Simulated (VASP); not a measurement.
# Cs3MgF6: the relaxed cell at several levels, part 2 of 5

Aim: relax Cs3MgF6 with several functionals and dispersion schemes, and compare the cells. The cell is invented: it takes the structure of a Materials Project entry for Cs2NaMgF6 (space group 225 there), with some of its atoms replaced by other elements, volume scaled by an estimate. It may not be a known or stable phase. LASPH is on for some levels and off for others; the table marks which.

VASP 6.6.1, plane waves and PAW; the level of theory is named at each step.

Still holding for the runs below: This run has no spin polarisation. Its electron count is odd, so without a moment it is a metal by construction. The k-mesh is coarse for a metal.

So far. Step 2 (Rough relaxation of the start cell): It ends with a largest force of 0.029 eV/Å and a pressure of 0.01 GPa.

### Step 3. Second relaxation

Level of this step: PBE; plane waves and PAW (Cs_sv, Mg, F); invented cell (VASP).

The basis stayed that of the start cell while the cell moved. A rerun from the cell reached resets it; the error of the finite cutoff stays.

INCAR reads:

```
SYSTEM = Cs3MgF6
PREC = Normal
ENCUT = 520
EDIFF = 1E-05
NELM = 60
ISMEAR = -1
SIGMA = 0.05
LREAL = .FALSE.
ALGO = Fast
GGA = PE
NBANDS = 45
LORBIT = 11
LWAVE = .FALSE.
LCHARG = .FALSE.
KPAR = 2
NCORE = 2
IBRION = 2
NSW = 40
ISIF = 3
EDIFFG = -0.04
```

POSCAR reads:

```
Cs3MgF6
1.0
    0.0000000000      4.8022714615      4.8022714615
    4.8022714615      0.0000000000      4.8022714615
    4.8022714615      4.8022714615      0.0000000000
Cs Mg F
3 1 6
Direct
    0.0000000000      0.0000000000      0.0000000000
    0.2500000000      0.2500000000      0.2500000000
    0.7500000000      0.7500000000      0.7500000000
    0.5000000000      0.5000000000      0.5000000000
    0.2916728892      0.7083271108      0.7083271108
    0.2916728892      0.7083271108      0.2916728892
    0.7083271108      0.2916728892      0.7083271108
    0.7083271108      0.7083271108      0.2916728892
    0.2916728892      0.2916728892      0.7083271108
    0.7083271108      0.2916728892      0.2916728892
```

KPOINTS reads:

```
Automatic mesh
0
Gamma
3 3 3
0 0 0
```

Potentials, in the order of the species: Cs_sv, Mg and F (PBE family, release 64).

On the command line:

```sh
mpirun -np 4 vasp_std
```

What it wrote:

```text
[... set-up lines as in an earlier step ...]
 entering main loop
       N       E                     dE             d eps       ncg     rms          rms(c)
DAV:   1     0.532342846871E+03    0.53234E+03   -0.34944E+04   360   0.140E+03
DAV:   2    -0.754895982152E+01   -0.53989E+03   -0.53287E+03   478   0.306E+02
DAV:   3    -0.462827393674E+02   -0.38734E+02   -0.38474E+02   400   0.886E+01
DAV:   4    -0.466622212431E+02   -0.37948E+00   -0.37903E+00   440   0.992E+00
DAV:   5    -0.466661543058E+02   -0.39331E-02   -0.39319E-02   422   0.948E-01    0.126E+01
RMM:   6    -0.417665762439E+02    0.48996E+01   -0.21000E+01   360   0.180E+01    0.407E+00
RMM:   7    -0.417305970478E+02    0.35979E-01   -0.17125E+00   360   0.403E+00    0.262E+00
RMM:   8    -0.416539050107E+02    0.76692E-01   -0.55865E-01   360   0.347E+00    0.454E-01
RMM:   9    -0.416705893482E+02   -0.16684E-01   -0.15841E-01   376   0.112E+00    0.305E-01
RMM:  10    -0.416732198013E+02   -0.26305E-02   -0.14595E-02   363   0.454E-01    0.983E-02
RMM:  11    -0.416740402568E+02   -0.82046E-03   -0.52552E-03   365   0.243E-01    0.337E-02
RMM:  12    -0.416741483798E+02   -0.10812E-03   -0.71627E-04   331   0.910E-02    0.210E-02
RMM:  13    -0.416741830403E+02   -0.34660E-04   -0.27653E-04   313   0.497E-02    0.498E-03
RMM:  14    -0.416741870503E+02   -0.40100E-05   -0.32890E-05   252   0.192E-02
   1 F= -.41674187E+02 E0= -.41605057E+02  d E =-.416742E+02
 curvature:   0.00 expect dE= 0.000E+00 dE for cont linesearch  0.000E+00
 trial: gam= 0.00000 g(F)=  0.229E-03 g(S)=  0.245E-02 ort = 0.000E+00 (trialstep = 0.100E+01)
 search vector abs. value=  0.268E-02
 bond charge predicted
       N       E                     dE             d eps       ncg     rms          rms(c)
DAV:   1    -0.417003033755E+02   -0.26120E-01   -0.55044E-01   393   0.395E+00    0.114E+00
RMM:   2    -0.416773917861E+02    0.22912E-01   -0.90840E-02   360   0.134E+00    0.236E-01
RMM:   3    -0.416764262201E+02    0.96557E-03   -0.87077E-03   360   0.392E-01    0.809E-02
RMM:   4    -0.416760876972E+02    0.33852E-03   -0.12490E-03   360   0.160E-01    0.295E-02
RMM:   5    -0.416760906628E+02   -0.29656E-05   -0.16731E-04   362   0.601E-02    0.143E-02
RMM:   6    -0.416760897761E+02    0.88672E-06   -0.26389E-05   239   0.215E-02
   2 F= -.41676090E+02 E0= -.41606702E+02  d E =-.190273E-02
 trial-energy change:   -0.001903  1 .order   -0.001918   -0.002676   -0.001159
 step:   1.7641(harm=  1.7641)  dis= 0.00239  next Energy=   -41.676548 (dE=-0.236E-02)
 reached required accuracy - stopping structural energy minimisation
```

Elapsed: 21 s, on 4 MPI ranks of Intel Xeon Platinum 8488C (Sapphire Rapids), shared host; peak memory 0.74 GiB; 80 s of CPU time.

From OUTCAR (step 3):

```text
  LATTYP: Found a face centered cubic cell.
 ALAT       =     9.6045429230

The static configuration has the point symmetry O_h .

 Found      4 irreducible k-points:

   ENCUT  =  520.0 eV  38.22 Ry    6.18 a.u.  12.63 12.63 12.63*2*pi/ulx,y,z

   NELECT =      71.0000    total number of electrons

 E-fermi :  -2.3049

 k-point     1 :       0.0000    0.0000    0.0000
  band No.  band energies     occupation
    ...
     32      -2.5161      1.97119
     33      -2.5161      1.97119
     34      -2.3748      1.60385
     35      -2.3748      1.60385
     36      -2.3748      1.60378
     37       4.0665      0.00000
     38       5.3655      0.00000
     39       5.3655      0.00000
     40       6.4394      0.00000
     41       6.4394      0.00000
    ...

 k-point     2 :       0.3333    0.0000    0.0000
  band No.  band energies     occupation
    ...
     32      -2.5596      1.98781
     33      -2.5596      1.98781
     34      -2.4100      1.78242
     35      -2.3756      1.60914
     36      -2.3756      1.60911
     37       5.0163      0.00000
     38       5.9667      0.00000
     39       5.9667      0.00000
     40       6.1613      0.00000
     41       6.3269      0.00000
    ...

  Total        0.1422181      0.1422181      0.1422181      0.0000000      0.0000000     -0.0000000
  in kB        1.0226174      1.0226174      1.0226174      0.0000000      0.0000000     -0.0000000
  external PRESSURE =       1.0226174 kB  Pullay stress =       0.0000000 kB

  energy-cutoff  :      520.00
  volume of cell :      222.82
      direct lattice vectors                 reciprocal lattice vectors
     0.000000000  4.811798787  4.811798787    -0.103911244  0.103911244  0.103911244
     4.811798787  0.000000000  4.811798787     0.103911244 -0.103911244  0.103911244
     4.811798787  4.811798787 -0.000000000     0.103911244  0.103911244 -0.103911244

 POSITION                                       TOTAL-FORCE (eV/Angst)
 -----------------------------------------------------------------------------------
      9.62360      4.81180      4.81180        -0.000000      0.000000      0.000000
      2.40590      2.40590      2.40590        -0.000000     -0.000000      0.000000
      7.21770      7.21770      7.21770        -0.000000     -0.000000      0.000000
      4.81180      4.81180      4.81180        -0.000000      0.000000      0.000000
      6.81530      4.81180      4.81180        -0.038433      0.000000      0.000000
      4.81180      2.80830      4.81180        -0.000000      0.038433     -0.000000
      4.81180      6.81530      4.81180        -0.000000     -0.038433      0.000000
      4.81180      4.81180      6.81530        -0.000000      0.000000     -0.038433
      4.81180      4.81180      2.80830        -0.000000      0.000000      0.038433
      2.80830      4.81180      4.81180         0.038433      0.000000     -0.000000
 -----------------------------------------------------------------------------------
    total drift:                               -0.000000     -0.000000      0.000000

  FREE ENERGIE OF THE ION-ELECTRON SYSTEM (eV)
  ---------------------------------------------------
  free  energy   TOTEN  =       -41.6760897761 eV

  energy  without entropy=      -41.5373136844  energy(sigma->0) =      -41.60670173

 total charge
# of ion       s       p       d       tot
------------------------------------------
    1        1.839   4.713   0.049   6.601
    2        1.830   4.716   0.014   6.561
    3        1.830   4.716   0.014   6.561
    4        0.127   0.156   0.076   0.359
    5        1.737   4.314   0.000   6.051
    6        1.737   4.314   0.000   6.051
    7        1.737   4.314   0.000   6.051
    8        1.737   4.314   0.000   6.051
    9        1.737   4.314   0.000   6.051
   10        1.737   4.314   0.000   6.051
--------------------------------------------------
tot         16.051  40.183   0.153  56.387

[... 5 parts as in an earlier step ...]

[... 4 further parts left out ...]
```

The steps of the relaxation:

```
step  energy less that of the first step (eV)  largest force (eV/Å)  pressure (GPa)  volume (Å³)
   1                                   0.0000                0.0281            0.30       221.50
   2                                  -0.0019                0.0384            0.10       222.82
```

| conventional cell, symmetrised | before | after | change |
| --- | --- | --- | --- |
| a (Å) | 9.605 | 9.624 | +0.2 % |
| b (Å) | 9.605 | 9.624 | +0.2 % |
| c (Å) | 9.605 | 9.624 | +0.2 % |
| volume (Å³/atom) | 22.15 | 22.28 | +0.6 % |

Final coordinates:

```
Cs Mg F
1.0
     0.00000    4.81180    4.81180
     4.81180    0.00000    4.81180
     4.81180    4.81180    0.00000
Cs Mg F
3 1 6
Direct
  0.00000 0.00000 0.00000
  0.25000 0.25000 0.25000
  0.75000 0.75000 0.75000
  0.50000 0.50000 0.50000
  0.29181 0.70819 0.70819
  0.29181 0.70819 0.29181
  0.70819 0.29181 0.70819
  0.70819 0.70819 0.29181
  0.29181 0.29181 0.70819
  0.70819 0.29181 0.29181
```

This step gave:

| Property | Result |
| --- | --- |
| free energy (TOTEN) | -41.68 eV |
| energy at zero smearing | -41.61 eV |
| Fermi energy | -2.305 eV |
| pressure | 0.1023 GPa |
| SCF cycles over all ionic steps | 20 |

It ends with a largest force of 0.038 eV/Å and a pressure of 0.10 GPa.

### Step 4. Relaxation with PBE

Properties are meant for the cell that this level of theory prefers, so cell and atoms are relaxed first (ISIF = 3) until forces and stress are small; EDIFFG sets the threshold.

INCAR reads:

```
SYSTEM = Cs3MgF6
PREC = Accurate
ENCUT = 560
EDIFF = 1E-06
NELM = 100
ISMEAR = -1
SIGMA = 0.05
LREAL = .FALSE.
ALGO = Normal
GGA = PE
NBANDS = 45
LORBIT = 11
LWAVE = .FALSE.
LCHARG = .FALSE.
KPAR = 4
IBRION = 2
NSW = 60
ISIF = 3
EDIFFG = -0.01
```

POSCAR reads:

```
Cs3MgF6
1.0
    0.0000000000      4.8117987871      4.8117987871
    4.8117987871      0.0000000000      4.8117987871
    4.8117987871      4.8117987871      0.0000000000
Cs Mg F
3 1 6
Direct
    0.0000000000      0.0000000000      0.0000000000
    0.2500000000      0.2500000000      0.2500000000
    0.7500000000      0.7500000000      0.7500000000
    0.5000000000      0.5000000000      0.5000000000
    0.2918141165      0.7081858835      0.7081858835
    0.2918141165      0.7081858835      0.2918141165
    0.7081858835      0.2918141165      0.7081858835
    0.7081858835      0.7081858835      0.2918141165
    0.2918141165      0.2918141165      0.7081858835
    0.7081858835      0.2918141165      0.2918141165
```

KPOINTS reads:

```
Automatic mesh
0
Gamma
4 4 4
0 0 0
```

On the command line:

```sh
mpirun -np 4 vasp_std
```

What it wrote:

```text
[banner, memory and clock lines left out]
running    4 mpi-ranks, on    1 nodes
 distrk:  each k-point on    1 cores,    4 groups
 distr:  one band on    1 cores,    1 groups

 POSCAR found type information on POSCAR CsMgF
 POSCAR found :  3 types and      10 ions
 LDA part: xc-table for (Slater+PW92), standard interpolation
 POSCAR, INCAR and KPOINTS ok, starting setup
 FFT: planning ... GRIDC
 FFT: planning ... GRID_SOFT
 FFT: planning ... GRID
 WAVECAR not read
 entering main loop
       N       E                     dE             d eps       ncg     rms          rms(c)
DAV:   1     0.551977520582E+03    0.55198E+03   -0.36550E+04   720   0.149E+03
DAV:   2    -0.621271352204E+01   -0.55819E+03   -0.54955E+03   951   0.311E+02
DAV:   3    -0.462708606338E+02   -0.40058E+02   -0.39791E+02   808   0.906E+01
DAV:   4    -0.466654853790E+02   -0.39462E+00   -0.39393E+00   880   0.101E+01
DAV:   5    -0.466696597474E+02   -0.41744E-02   -0.41733E-02   844   0.987E-01    0.125E+01
DAV:   6    -0.416359983186E+02    0.50337E+01   -0.22256E+01   834   0.312E+01    0.405E+00
DAV:   7    -0.417864654874E+02   -0.15047E+00   -0.38282E+00   817   0.751E+00    0.312E+00
DAV:   8    -0.416974786289E+02    0.88987E-01   -0.48696E-01   844   0.396E+00    0.848E-01
DAV:   9    -0.416755980736E+02    0.21881E-01   -0.16068E-01   900   0.192E+00    0.350E-01
DAV:  10    -0.416783528754E+02   -0.27548E-02   -0.25672E-02   846   0.567E-01    0.229E-01
DAV:  11    -0.416795498219E+02   -0.11969E-02   -0.40658E-03   781   0.286E-01    0.557E-02
DAV:  12    -0.416796417485E+02   -0.91927E-04   -0.25282E-04   846   0.810E-02    0.379E-02
DAV:  13    -0.416796249206E+02    0.16828E-04   -0.15409E-04   831   0.497E-02    0.829E-03
DAV:  14    -0.416796329073E+02   -0.79867E-05   -0.54404E-05   848   0.250E-02    0.997E-03
DAV:  15    -0.416796306700E+02    0.22372E-05   -0.87362E-06   844   0.141E-02    0.184E-03
DAV:  16    -0.416796307062E+02   -0.36216E-07   -0.19640E-06   666   0.502E-03
   1 F= -.41679631E+02 E0= -.41610060E+02  d E =-.416796E+02
 curvature:   0.00 expect dE= 0.000E+00 dE for cont linesearch  0.000E+00
 trial: gam= 0.00000 g(F)=  0.466E-03 g(S)=  0.616E-03 ort = 0.000E+00 (trialstep = 0.100E+01)
 search vector abs. value=  0.108E-02
 bond charge predicted
       N       E                     dE             d eps       ncg     rms          rms(c)
DAV:   1    -0.416865149219E+02   -0.68843E-02   -0.29047E-01   730   0.294E+00    0.565E-01
DAV:   2    -0.416810379166E+02    0.54770E-02   -0.21955E-02   755   0.716E-01    0.116E-01
DAV:   3    -0.416806764149E+02    0.36150E-03   -0.85038E-04   782   0.123E-01    0.456E-02
DAV:   4    -0.416805837006E+02    0.92714E-04   -0.30700E-04   763   0.777E-02    0.191E-02
DAV:   5    -0.416805797851E+02    0.39155E-05   -0.39390E-05   844   0.313E-02    0.806E-03
DAV:   6    -0.416805772416E+02    0.25435E-05   -0.32597E-06   733   0.924E-03    0.292E-03
DAV:   7    -0.416805768294E+02    0.41213E-06   -0.68590E-07   413   0.415E-03
   2 F= -.41680577E+02 E0= -.41610897E+02  d E =-.946123E-03
[...]
3 F= -.41681587E+02 E0= -.41611752E+02  d E =-.195613E-02
[...]
4 F= -.41681655E+02 E0= -.41611784E+02  d E =-.202390E-02
 curvature:  -1.85 expect dE=-0.178E-03 dE for cont linesearch -0.480E-07
 trial: gam= 0.09401 g(F)=  0.533E-04 g(S)=  0.431E-04 ort =-0.530E-05 (trialstep = 0.154E+01)
 search vector abs. value=  0.105E-03
 bond charge predicted
       N       E                     dE             d eps       ncg     rms          rms(c)
DAV:   1    -0.416819902994E+02   -0.33539E-03   -0.84622E-02   720   0.158E+00    0.143E-01
DAV:   2    -0.416817660003E+02    0.22430E-03   -0.26242E-03   745   0.255E-01    0.332E-02
DAV:   3    -0.416817309072E+02    0.35093E-04   -0.79714E-05   847   0.428E-02    0.139E-02
DAV:   4    -0.416817212840E+02    0.96233E-05   -0.36645E-05   798   0.326E-02    0.659E-03
DAV:   5    -0.416817218560E+02   -0.57206E-06   -0.56723E-06   815   0.115E-02
   5 F= -.41681722E+02 E0= -.41611881E+02  d E =-.672486E-04
 trial-energy change:   -0.000067  1 .order   -0.000069   -0.000148    0.000011
 step:   1.4381(harm=  1.4381)  dis= 0.00120  next Energy=   -41.681724 (dE=-0.690E-04)
 reached required accuracy - stopping structural energy minimisation
```

Wall time 3.2 min (4 MPI ranks); peak memory 1.9 GiB; 13 min of CPU time.

From OUTCAR (step 4):

```text
  LATTYP: Found a face centered cubic cell.
 ALAT       =     9.6235975742

The static configuration has the point symmetry O_h .

 Found      8 irreducible k-points:

   k-points           NKPTS =      8   k-points in BZ     NKDIM =      8   number of bands    NBANDS=     45

   dimension x,y,z NGX =    54 NGY =   54 NGZ =   54
   dimension x,y,z NGXF=   108 NGYF=  108 NGZF=  108

   ENCUT  =  560.0 eV  41.16 Ry    6.42 a.u.  13.13 13.13 13.13*2*pi/ulx,y,z

   NELECT =      71.0000    total number of electrons

 E-fermi :  -2.3377

 k-point     1 :       0.0000    0.0000    0.0000
  band No.  band energies     occupation
    ...
     32      -2.5506      1.97205
     33      -2.5506      1.97205
     34      -2.4016      1.56430
     35      -2.4016      1.56430
     36      -2.4016      1.56428
     37       3.9799      0.00000
     38       5.3049      0.00000
     39       5.3049      0.00000
     40       6.3656      0.00000
     41       6.3656      0.00000
    ...

 k-point     2 :       0.2500    0.0000    0.0000
  band No.  band energies     occupation
    ...
     32      -2.5760      1.98311
     33      -2.5760      1.98311
     34      -2.4235      1.69494
     35      -2.4073      1.60154
     36      -2.4073      1.60153
     37       4.5563      0.00000
     38       5.6512      0.00000
     39       5.6512      0.00000
     40       6.0692      0.00000
     41       6.2650      0.00000
    ...

  Total        0.0002968      0.0002968      0.0002968     -0.0000000      0.0000000      0.0000000
  in kB        0.0021125      0.0021125      0.0021125     -0.0000000      0.0000000      0.0000000
  external PRESSURE =       0.0021125 kB  Pullay stress =       0.0000000 kB

  energy-cutoff  :      560.00
  volume of cell :      225.13
      direct lattice vectors                 reciprocal lattice vectors
     0.000000000  4.828361865  4.828361865    -0.103554790  0.103554790  0.103554790
     4.828361865 -0.000000000  4.828361865     0.103554790 -0.103554790  0.103554790
     4.828361865  4.828361865 -0.000000000     0.103554790  0.103554790 -0.103554790

 POSITION                                       TOTAL-FORCE (eV/Angst)
 -----------------------------------------------------------------------------------
      0.00000      0.00000      0.00000         0.000000      0.000000     -0.000000
      2.41418      2.41418      2.41418         0.000000      0.000000      0.000000
      7.24254      7.24254      7.24254        -0.000000      0.000000     -0.000000
      4.82836      4.82836      4.82836        -0.000000      0.000000     -0.000000
      6.83024      4.82836      4.82836         0.001384      0.000000     -0.000000
      4.82836      2.82648      4.82836         0.000000     -0.001384      0.000000
      4.82836      6.83024      4.82836         0.000000      0.001384     -0.000000
      4.82836      4.82836      6.83024         0.000000      0.000000      0.001384
      4.82836      4.82836      2.82648         0.000000      0.000000     -0.001384
      2.82648      4.82836      4.82836        -0.001384      0.000000      0.000000
 -----------------------------------------------------------------------------------
    total drift:                                0.000000      0.000000     -0.000000

  FREE ENERGIE OF THE ION-ELECTRON SYSTEM (eV)
  ---------------------------------------------------
  free  energy   TOTEN  =       -41.6817218560 eV

  energy  without entropy=      -41.5420399335  energy(sigma->0) =      -41.61188089

 total charge
# of ion       s       p       d       tot
------------------------------------------
    1        1.838   4.715   0.047   6.599
    2        1.830   4.716   0.014   6.559
    3        1.830   4.716   0.014   6.559
    4        0.127   0.157   0.076   0.360
    5        1.734   4.314   0.000   6.048
    6        1.734   4.314   0.000   6.048
    7        1.734   4.314   0.000   6.048
    8        1.734   4.314   0.000   6.048
    9        1.734   4.314   0.000   6.048
   10        1.734   4.314   0.000   6.048
--------------------------------------------------
tot         16.029  40.185   0.150  56.364

[... 3 parts as in an earlier step ...]

[... 6 further parts left out ...]
```

Relaxation path:

```csv
step,energy less that of the first step (eV),largest force (eV/Å),pressure (GPa),volume (Å³)
1,0.0000,0.0401,0.15,222.82
2,-0.0009,0.0328,0.10,223.49
3,-0.0020,0.0184,0.00,224.84
4,-0.0020,0.0136,-0.04,225.30
5,-0.0021,0.0014,0.00,225.13
```

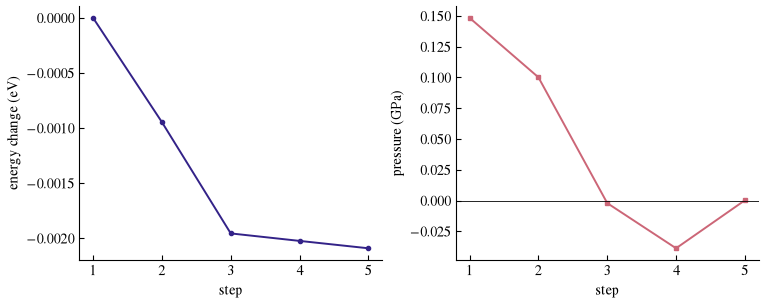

Energy and pressure along the relaxation.

```csv
"conventional cell, symmetrised",before,after,change
a (Å),9.624,9.657,+0.3 %
b (Å),9.624,9.657,+0.3 %
c (Å),9.624,9.657,+0.3 %
volume (Å³/atom),22.28,22.51,+1.0 %
```

The relaxed structure:

```cif
data_structure
_symmetry_space_group_name_H-M 'P 1'
_symmetry_Int_Tables_number 1
_cell_length_a 6.8283
_cell_length_b 6.8283
_cell_length_c 6.8283
_cell_angle_alpha 60.000
_cell_angle_beta 60.000
_cell_angle_gamma 60.000
_cell_volume 225.13
loop_
_atom_site_label
_atom_site_type_symbol
_atom_site_fract_x
_atom_site_fract_y
_atom_site_fract_z
_atom_site_occupancy
Cs1 Cs 0.00000 0.00000 0.00000 1
Cs2 Cs 0.25000 0.25000 0.25000 1
Cs3 Cs 0.75000 0.75000 0.75000 1
Mg4 Mg 0.50000 0.50000 0.50000 1
F5 F 0.29270 0.70730 0.70730 1
F6 F 0.29270 0.70730 0.29270 1
F7 F 0.70730 0.29270 0.70730 1
F8 F 0.70730 0.70730 0.29270 1
F9 F 0.29270 0.29270 0.70730 1
F10 F 0.70730 0.29270 0.29270 1
```

This step gave:

```
irreducible k-points            : 8
Fermi energy                    : -2.338 eV
pressure                        : 2.11e-4 GPa
SCF cycles over all ionic steps : 42
```

It ends with a largest force of 0.001 eV/Å and a pressure of 0.00 GPa. The conventional cell has a = 9.657 Å.

[end of part 2 of 5]

[Lines on the potential files, build, host, timing and source positions are cut from VASP's logs without a mark.]

[Logs are printed without paths, hosts, clocks, repeated set-up lines and the standing remarks that a program may print on its own settings, such as how far it seeks lower states.]

[Hosts, paths, dates, database ids (printed as entryN), source tags and the programs' standing remarks are cut or masked in the printed files.]

[A measured line is paired with the nearest computed mode of its activity, which favours agreement.]
